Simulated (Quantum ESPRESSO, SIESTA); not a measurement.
# Birch–Murnaghan line for bcc Mo, SIESTA DZP, PBEsol

Calculated with SIESTA 5.4.2: PBEsol; DZP orbitals, shift 0.01 Ry, mesh 400 Ry; k-mesh 14×14×14. The volume is changed in steps from typed lattice constants. V0 = 15.288 Å³ an atom is where a Birch–Murnaghan fit to this level's pressures, the withheld one apart, crosses zero; rows within 2.5 % of V0 are left out, since F is ill-conditioned there. The typed cell is scaled evenly, with no relaxation, and each row is a single point.

```
volume (Å³/atom)  pressure (GPa)
          14.515           16.93
          14.831           9.495
          15.777          -8.687
          16.093          -13.48
          16.408           -17.9
          16.724               ?
           17.04          -25.27
```

Task: Fit the third-order Birch–Murnaghan equation to the rows given and interpolate to the withheld row.

Worked fit:

Take the Eulerian strain f = ½[(V0/V)^(2/3) − 1] and the normalised pressure F = P / [3f(1 + 2f)^(5/2)]. The third-order Birch–Murnaghan equation is then the line F = B0 + (3/2)B0(B′ − 4) f, so u = f and v = F.

```
     u = f  v = F (GPa)
 0.0175978      294.118
 0.0102192      294.434
-0.0103856      293.837
-0.0168161      291.063
-0.0230202      291.607
-0.0348882      289.293
```

With n = 6: mean u = -0.00954883, mean v = 292.392, Σ(u − ū)² = 0.0020048, Σ(u − ū)(v − v̄) = 0.18477. Slope b = 0.18477 / 0.0020048 = 92.164; intercept a = v̄ − b ū = 293.27.

So B0 = 293.3 GPa and B′ = 4 + 2b/(3a) = 4.21. At the withheld volume f = -0.02905, F = 290.6 GPa, and P = 3f(1 + 2f)^(5/2) F.

Prediction at 16.724: -21.80 GPa. The run gave -21.75 GPa, so the fit is low by 0.054 GPa (0.25 % of the value).

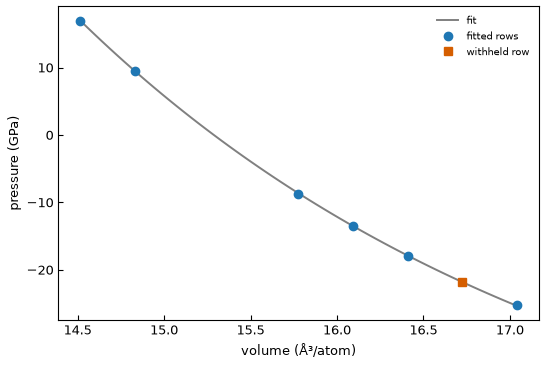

The fit, the rows that it rests on and the withheld row.

A fit to this level's energies over the whole scan gives V0 = 15.283 Å³, B0 = 294.0 GPa and B′ = 4.48. Among the rows given, the largest miss of the fit is at 17.04, by 0.067 GPa (0.16 % of the range of the table).

Limits: The nuclei are static. The DFT runs use Fermi–Dirac occupations of width 0.1 eV, and energies are free energies.

[Logs are printed without paths, hosts, clocks, repeated set-up lines and the standing remarks that a program may print on its own settings, such as how far it seeks lower states.]

[Hosts, paths, dates, database ids (printed as entryN), source tags and the programs' standing remarks are cut or masked in the printed files.]
